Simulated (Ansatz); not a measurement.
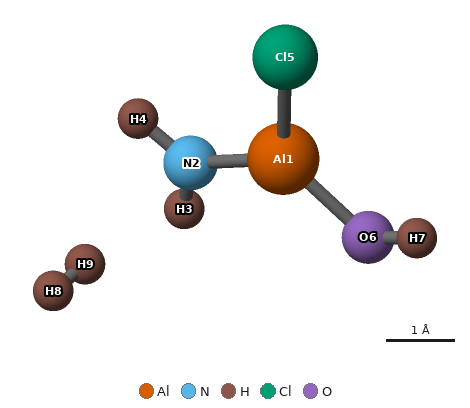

Figure 1. The structure as given in the input (ball-and-stick view, seen at a tilt; atoms are numbered from 1 in the order of the input). Sticks mark near contacts.

## Nudged elastic band, with input and output: AlNH5ClO

AlNH5ClO, computed with RKS BLYP-D4/6-31G* (Ansatz 0.2.0).

It belongs to a series of runs on one base structure; here: band between the two ends. Figures and captions count atoms from 1; the log counts them from 0 in places.

### Input
```yaml
crystal:
  periodic: [false, false, false]
  atoms:
    - { symbol: Al, position_ang: [-0.251382, 0.322271, 0.126969] }
    - { symbol: "N", position_ang: [0.001285, 0.156834, 1.875773] }
    - { symbol: H, position_ang: [-0.740507, -0.034913, 2.548298] }
    - { symbol: H, position_ang: [0.901156, 0.269002, 2.340557] }
    - { symbol: Cl, position_ang: [1.423329, 0.731879, -1.123571] }
    - { symbol: O, position_ang: [-1.836395, 0.130233, -0.511296] }
    - { symbol: H, position_ang: [-1.967265, 0.153064, -1.477493] }
    - { symbol: H, position_ang: [0.85691, -3.184467, 1.784333] }
    - { symbol: H, position_ang: [0.64967, -2.4629, 1.776331] }
basis:
  gaussian: { orbitals: "6-31G*" }
hamiltonian:
  xc: blyp
  dispersion: d4
neb:
  order_check: false
  images: 5
  f_tol: 0.05
  max_iterations: 60
  final_atoms:
    - { symbol: Al, position_ang: [0.06215093, -0.78420684, 0.03672391] }
    - { symbol: "N", position_ang: [0.12454046, -0.33039104, 2.03828433] }
    - { symbol: H, position_ang: [-0.79209667, 0.08120445, 2.26587986] }
    - { symbol: H, position_ang: [0.84961176, 0.37573616, 2.22414734] }
    - { symbol: Cl, position_ang: [1.66438557, 0.51989308, -0.66833266] }
    - { symbol: O, position_ang: [-1.57576086, -0.18885944, -0.12866014] }
    - { symbol: H, position_ang: [-1.97353363, -0.1195949, -1.01604926] }
    - { symbol: H, position_ang: [0.39082107, -2.34084776, -0.07362011] }
    - { symbol: H, position_ang: [0.28668236, -1.13193069, 2.66152774] }
  initial_path:
    images:
      - { positions_ang: [[-0.251382, 0.322271, 0.126969], [0.001285, 0.156834, 1.875773], [-0.740507, -0.034913, 2.548298], [0.901156, 0.269002, 2.340557], [1.423329, 0.731879, -1.123571], [-1.836395, 0.130233, -0.511296], [-1.967265, 0.153064, -1.477493], [0.85691, -3.184467, 1.784333], [0.64967, -2.4629, 1.776331]] }
      - { positions_ang: [[-0.1698242, 0.22843964, 0.09205997], [0.01435721, 0.07739055, 2.01333357], [-0.77082506, -0.14365335, 2.63967117], [0.91227392, 0.22634953, 2.49794581], [1.58233383, 0.50703609, -1.12686578], [-1.74624768, 0.12796451, -0.6182985], [-2.0085442, -0.13848463, -1.20436448], [0.68985973, -2.69560729, 1.35864949], [0.53341745, -2.10843205, 1.68776975]] }
      - { positions_ang: [[-0.0882664, 0.13460828, 0.05715094], [0.02742943, -0.0020529, 2.15089414], [-0.80114312, -0.2523937, 2.73104434], [0.92339184, 0.18369706, 2.65533461], [1.74133866, 0.28219319, -1.13016056], [-1.65610037, 0.12569602, -0.725301], [-2.04982341, -0.43003325, -0.93123595], [0.52280947, -2.20674759, 0.93296598], [0.4171649, -1.7539641, 1.5992085]] }
      - { positions_ang: [[-0.00670859, 0.04077692, 0.02224191], [0.04050164, -0.08149635, 2.28845471], [-0.83146118, -0.36113405, 2.82241751], [0.93450977, 0.14104458, 2.81272342], [1.90034349, 0.05735028, -1.13345534], [-1.56595305, 0.12342753, -0.8323035], [-2.09110261, -0.72158188, -0.65810743], [0.3557592, -1.71788788, 0.50728247], [0.30091235, -1.39949615, 1.51064726]] }
      - { positions_ang: [[0.01624458, -0.23421767, 0.02706924], [0.06851458, -0.16446125, 2.20506458], [-0.81833968, -0.21368788, 2.63690496], [0.90621043, 0.21927511, 2.61653139], [1.82169085, 0.21153121, -0.97841444], [-1.56922232, 0.01933187, -0.59775572], [-2.05191295, -0.52091955, -0.77742137], [0.36744649, -1.92554118, 0.31364827], [0.29616902, -1.31030766, 1.89427409]] }
      - { positions_ang: [[0.03919776, -0.50921226, 0.03189657], [0.09652752, -0.24742614, 2.12167445], [-0.80521818, -0.06624172, 2.45139241], [0.8779111, 0.29750563, 2.42033937], [1.74303821, 0.36571215, -0.82337355], [-1.57249159, -0.08476379, -0.36320793], [-2.01272329, -0.32025723, -0.89673532], [0.37913378, -2.13319447, 0.12001408], [0.29142569, -1.22111918, 2.27790091]] }
      - { positions_ang: [[0.06215093, -0.78420684, 0.03672391], [0.12454046, -0.33039104, 2.03828433], [-0.79209667, 0.08120445, 2.26587986], [0.84961176, 0.37573616, 2.22414734], [1.66438557, 0.51989308, -0.66833266], [-1.57576086, -0.18885944, -0.12866014], [-1.97353363, -0.1195949, -1.01604926], [0.39082107, -2.34084776, -0.07362011], [0.28668236, -1.13193069, 2.66152774]] }
```

Run as:
```bash
ansatz run input.yaml --threads 1 --pin off --max-ram 2048MiB --backend cpu --events-out ev --progress --plain --runs-dir out
```

### What the program printed
```
Engine: ansatz 0.2.0, aarch64-unknown-linux-gnu
Functional definition: BLYP
  parameter beta = 0.0042
  parameter a = 0.04918
  parameter b = 0.132
  parameter c = 0.2533
  parameter d = 0.349
  exchange = b88_x(beta = beta)
  correlation = lyp_c(a = a, b = b, c = c, d = d)
978 factors; their error is unknown
mean field evaluation 1: about -22723.6792 eV, gradient 9.1e1 eV
mean field evaluation 2: about -22646.6036 eV, gradient 1.9e2 eV
mean field evaluation 4: about -22738.4313 eV, gradient 2.2e1 eV
mean field evaluation 8: about -22739.4651 eV, gradient 8.3e-2 eV
mean field evaluation 16: about -22739.4357 eV, gradient 4.2e-5 eV
mean field -22739.43565426 eV, -835.6588469509 hartree, gradient 4.2e-5 eV, S^2 0.000000; 0 other end points of the search recorded, 0 dependent functions left out
the calculation of the forces begins
reference -22739.43601352 eV, -835.6588601537 hartree; 25, 25 occupied and 53, 53 virtual orbitals, 978 factors
978 factors; their error is unknown
mean field evaluation 32: about -22740.0657 eV, gradient 5.0e-5 eV
mean field -22740.06571511 eV, -835.6820012601 hartree, gradient 5.0e-5 eV, S^2 0.000000; 0 other end points of the search recorded, 0 dependent functions left out
[... from here on the field's lines of each further geometry are left out, up to the last ...]
NEB iter   1: max|band force component| = 3.337e1 eV/Å  barrier→ = 4.7697 eV  barrier← = 5.4398 eV  Δτ_max = 0.2000 Å  (187 SCF iters)
NEB iter   2: max|band force component| = 2.131e0 eV/Å  barrier→ = 1.2192 eV  barrier← = 1.8892 eV  Δτ_max = 0.1997 Å  (168 SCF iters)
NEB iter   3: max|band force component| = 4.924e0 eV/Å  barrier→ = 1.1351 eV  barrier← = 1.8051 eV  Δτ_max = 0.1001 Å  (152 SCF iters)
NEB iter   4: max|band force component| = 6.037e-1 eV/Å  barrier→ = 0.6041 eV  barrier← = 1.2741 eV  Δτ_max = 0.1946 Å  (145 SCF iters)
NEB iter   5: max|band force component| = 1.171e0 eV/Å  barrier→ = 0.7339 eV  barrier← = 1.4039 eV  Δτ_max = 0.0990 Å  (152 SCF iters)
NEB iter   6: max|band force component| = 1.370e0 eV/Å  barrier→ = 0.6123 eV  barrier← = 1.2823 eV  CI = image 4  Δτ_max = 0.2000 Å  (140 SCF iters)
NEB iter   7: max|band force component| = 9.467e0 eV/Å  barrier→ = 1.1775 eV  barrier← = 1.8475 eV  CI = image 2  Δτ_max = 0.1008 Å  (155 SCF iters)
NEB iter   8: max|band force component| = 7.804e0 eV/Å  barrier→ = 0.9260 eV  barrier← = 1.5961 eV  CI = image 2  Δτ_max = 0.1936 Å  (140 SCF iters)
NEB iter   9: max|band force component| = 6.067e0 eV/Å  barrier→ = 0.8709 eV  barrier← = 1.5410 eV  CI = image 4  Δτ_max = 0.1856 Å  (139 SCF iters)
NEB iter  10: max|band force component| = 1.099e0 eV/Å  barrier→ = 0.8449 eV  barrier← = 1.5150 eV  CI = image 4  Δτ_max = 0.1953 Å  (143 SCF iters)
NEB iter  11: max|band force component| = 3.410e-1 eV/Å  barrier→ = 0.8251 eV  barrier← = 1.4952 eV  CI = image 4  Δτ_max = 0.2000 Å  (151 SCF iters)
NEB iter  12: max|band force component| = 5.988e-1 eV/Å  barrier→ = 0.8125 eV  barrier← = 1.4826 eV  CI = image 4  Δτ_max = 0.0994 Å  (138 SCF iters)
NEB iter  13: max|band force component| = 5.861e-1 eV/Å  barrier→ = 0.8081 eV  barrier← = 1.4781 eV  CI = image 4  Δτ_max = 0.0503 Å  (143 SCF iters)
NEB iter  14: max|band force component| = 4.818e-1 eV/Å  barrier→ = 0.8068 eV  barrier← = 1.4769 eV  CI = image 4  Δτ_max = 0.0500 Å  (142 SCF iters)
NEB iter  15: max|band force component| = 3.389e-1 eV/Å  barrier→ = 0.8062 eV  barrier← = 1.4762 eV  CI = image 4  Δτ_max = 0.0502 Å  (145 SCF iters)
NEB iter  16: max|band force component| = 1.255e-1 eV/Å  barrier→ = 0.8059 eV  barrier← = 1.4759 eV  CI = image 4  Δτ_max = 0.0694 Å  (144 SCF iters)
NEB iter  17: max|band force component| = 6.142e-2 eV/Å  barrier→ = 0.8058 eV  barrier← = 1.4759 eV  CI = image 4  Δτ_max = 0.0300 Å  (142 SCF iters)
NEB iter  18: max|band force component| = 7.884e-2 eV/Å  barrier→ = 0.8058 eV  barrier← = 1.4759 eV  CI = image 4  Δτ_max = 0.0150 Å  (123 SCF iters)
the calculation of the forces begins
reference -22739.84031748 eV, -835.6737180502 hartree; 25, 25 occupied and 53, 53 virtual orbitals, 978 factors
978 factors; their error is unknown
mean field evaluation 832: about -22646.2824 eV, gradient 1.9e2 eV
mean field -22738.59078047 eV, -835.6277984120 hartree, gradient 1.1e-5 eV, S^2 0.000000; 1 other end points of the search recorded, 0 dependent functions left out
the calculation of the forces begins
reference -22738.59112707 eV, -835.6278111493 hartree; 25, 25 occupied and 53, 53 virtual orbitals, 978 factors
NEB iter  19: max|band force component| = 4.601e-2 eV/Å  barrier→ = 0.8058 eV  barrier← = 1.4759 eV  CI = image 4  Δτ_max = 0.0000 Å  (252 SCF iters)
```

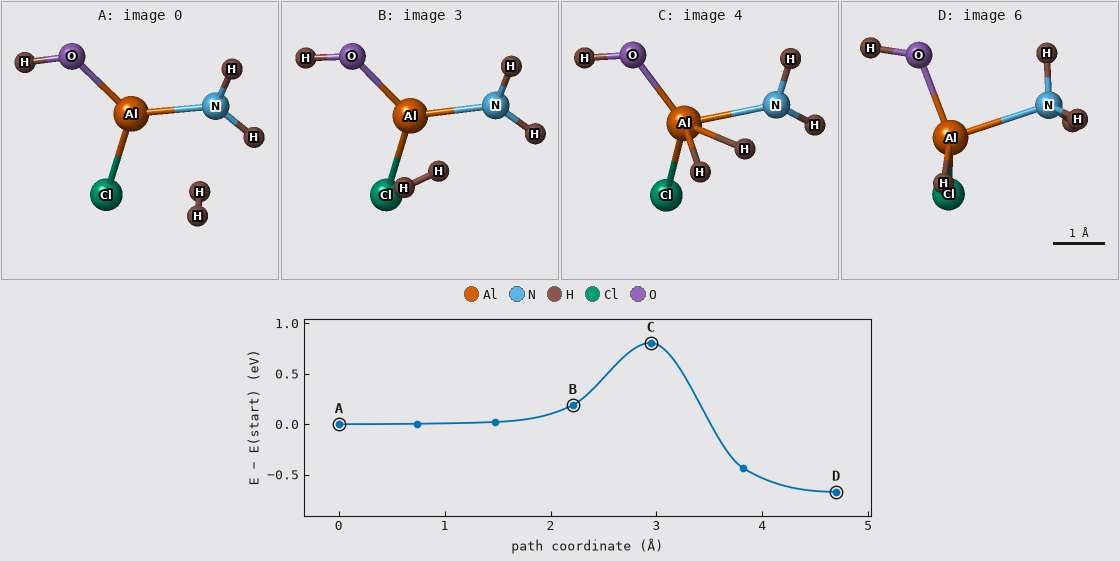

Figure 2. Images of the last band (counted from 0; ball-and-stick, seen at a tilt) above the energy along the path; the line is a cubic interpolation that uses the forces. The highest image is number 4, 0.806 eV above the start and 1.476 eV above the end (the climbing image); the end lies 0.670 eV below the start. The path is 4.70 Å long. The band converged in 19 iterations.

```
Total energy: -22738.95313040 eV, -835.6411145261 hartree
Atom 0 at    -0.044254    -0.342763     0.209800 Å, force    -0.003905    -0.000240     0.000999 eV/Å
Atom 1 at     0.124682    -0.173252     2.092934 Å, force     0.000896     0.001060    -0.001847 eV/Å
Atom 2 at    -0.706747    -0.032342     2.677787 Å, force    -0.000149    -0.000482     0.000539 eV/Å
Atom 3 at     0.938018     0.272644     2.530174 Å, force     0.000062     0.000079    -0.000039 eV/Å
Atom 4 at     1.640148     0.319460    -0.927228 Å, force     0.000486     0.000439     0.000275 eV/Å
Atom 5 at    -1.674904    -0.183536    -0.321203 Å, force     0.005088    -0.001100    -0.002810 eV/Å
Atom 6 at    -1.885676    -0.222862    -1.272226 Å, force    -0.002177     0.000780     0.001894 eV/Å
Atom 7 at     0.329110    -2.054519     0.746795 Å, force    -0.000245     0.001595     0.001516 eV/Å
Atom 8 at     0.316424    -1.501828     1.603069 Å, force    -0.000056    -0.002132    -0.000526 eV/Å
Dipole moment:    -0.184623    -0.017235     0.444256 e Å
this run last wrote the band of iteration 19 to [file]
```

### The last band as extended XYZ (Å, eV, eV/Å)
```
9
Properties=species:S:1:pos:R:3:forces:R:3 image=0 energy=-22739.75858
Al   -0.2514    0.3223    0.1270    0.0028  -0.0002  -0.0029
N     0.0013    0.1568    1.8758    0.0106   0.0028  -0.0047
H    -0.7405   -0.0349    2.5483   -0.0025  -0.0010   0.0037
H     0.9012    0.2690    2.3406   -0.0057  -0.0013   0.0020
Cl    1.4233    0.7319   -1.1236   -0.0058  -0.0009   0.0036
O    -1.8364    0.1302   -0.5113    0.0034  -0.0008  -0.0075
H    -1.9673    0.1531   -1.4775   -0.0020   0.0005   0.0059
H     0.8569   -3.1845    1.7843   -0.0026   0.0057  -0.0008
H     0.6497   -2.4629    1.7763    0.0019  -0.0047   0.0008
9
Properties=species:S:1:pos:R:3:forces:R:3 image=1 energy=-22739.75426
Al   -0.2175    0.2608    0.2243    0.0005   0.0003  -0.0032
N     0.0002    0.2580    1.9854   -0.0011   0.0007   0.0003
H    -0.7558    0.1297    2.6573    0.0006  -0.0016  -0.0012
H     0.8905    0.4123    2.4562   -0.0003  -0.0030  -0.0014
Cl    1.4832    0.5508   -1.0238   -0.0010   0.0029  -0.0017
O    -1.7898    0.0122   -0.4260   -0.0025   0.0019   0.0005
H    -1.9003   -0.0663   -1.3917   -0.0009   0.0051  -0.0028
H     0.7379   -3.0871    1.3127    0.0037  -0.0041   0.0071
H     0.5883   -2.3895    1.5456    0.0011  -0.0022   0.0024
9
Properties=species:S:1:pos:R:3:forces:R:3 image=2 energy=-22739.73682
Al   -0.1630    0.1633    0.3250    0.0113   0.0596  -0.0263
N     0.0282    0.2816    2.0852   -0.0027   0.0039  -0.0063
H    -0.7377    0.1942    2.7519   -0.0005   0.0061   0.0122
H     0.9119    0.4674    2.5566   -0.0016   0.0048   0.0099
Cl    1.5520    0.4062   -0.9154   -0.0084  -0.0080   0.0030
O    -1.7269   -0.1089   -0.3336   -0.0287  -0.0081   0.0096
H    -1.8360   -0.2185   -1.2960    0.0123   0.0070  -0.0080
H     0.5182   -2.8334    0.8347    0.0166  -0.0364   0.0017
H     0.4901   -2.2709    1.3315    0.0018  -0.0289   0.0042
9
Properties=species:S:1:pos:R:3:forces:R:3 image=3 energy=-22739.56962
Al   -0.0976   -0.0043    0.3307   -0.0474   0.2512   0.0942
N     0.0749    0.0814    2.1055   -0.0429   0.2241   0.0081
H    -0.7162    0.0263    2.7459   -0.0064   0.0768   0.0458
H     0.9384    0.3078    2.5954    0.0014   0.0626   0.0373
Cl    1.6161    0.3042   -0.8972   -0.0257  -0.0326   0.0102
O    -1.6795   -0.1876   -0.3147    0.0015  -0.0266  -0.0008
H    -1.8347   -0.1795   -1.2766    0.0349  -0.0079  -0.0013
H     0.3754   -2.3497    0.7103    0.0435  -0.2321  -0.0003
H     0.3600   -1.9177    1.3405    0.0411  -0.3156  -0.1934
9
Properties=species:S:1:pos:R:3:forces:R:3 image=4 energy=-22738.95278
Al   -0.0443   -0.3428    0.2098   -0.0039  -0.0002   0.0010
N     0.1247   -0.1733    2.0929    0.0009   0.0011  -0.0018
H    -0.7067   -0.0323    2.6778   -0.0001  -0.0005   0.0005
H     0.9380    0.2726    2.5302    0.0001   0.0001   0.0000
Cl    1.6401    0.3195   -0.9272    0.0005   0.0004   0.0003
O    -1.6749   -0.1835   -0.3212    0.0051  -0.0011  -0.0028
H    -1.8857   -0.2229   -1.2722   -0.0022   0.0008   0.0019
H     0.3291   -2.0545    0.7468   -0.0002   0.0016   0.0015
H     0.3164   -1.5018    1.6031   -0.0001  -0.0021  -0.0005
9
Properties=species:S:1:pos:R:3:forces:R:3 image=5 energy=-22740.19416
Al   -0.0073   -0.6116    0.0601    0.0318  -0.2175  -0.1196
N     0.1322   -0.2697    2.0722    0.0097  -0.0800  -0.0177
H    -0.7287   -0.0243    2.5798   -0.0109   0.0123  -0.0782
H     0.9101    0.2972    2.4348   -0.0128   0.0116  -0.0776
Cl    1.6391    0.4489   -0.8631    0.0036   0.0874   0.0487
O    -1.6415   -0.1311   -0.2969    0.0250   0.0569   0.0221
H    -1.9342   -0.1971   -1.2254   -0.0394   0.0362   0.0397
H     0.3249   -2.1615    0.3517   -0.0184  -0.0895  -0.3175
H     0.3421   -1.2699    2.2266    0.0116   0.1825   0.5001
9
Properties=species:S:1:pos:R:3:forces:R:3 image=6 energy=-22740.42864
Al    0.0622   -0.7842    0.0367    0.0021  -0.0084  -0.0012
N     0.1245   -0.3304    2.0383   -0.0007   0.0096  -0.0013
H    -0.7921    0.0812    2.2659    0.0052  -0.0035   0.0027
H     0.8496    0.3757    2.2241   -0.0027  -0.0041  -0.0011
Cl    1.6644    0.5199   -0.6683   -0.0016   0.0031   0.0032
O    -1.5758   -0.1889   -0.1287    0.0025  -0.0038  -0.0217
H    -1.9735   -0.1196   -1.0160    0.0045   0.0000   0.0222
H     0.3908   -2.3408   -0.0736   -0.0057   0.0047   0.0008
H     0.2867   -1.1319    2.6615   -0.0036   0.0023  -0.0036
```

### Summary

| quantity | value |
| --- | --- |
| outcome | converged |
| barrier, forward | 0.806 eV |
| barrier, backward | 1.476 eV |
| hardware | 1 thread of Arm Neoverse V1, 24 GiB of memory available, shared host |
| wall time | 4.3 min |
| peak memory | 0.12 GiB |

### Remarks

The order of the saddle point was not checked.
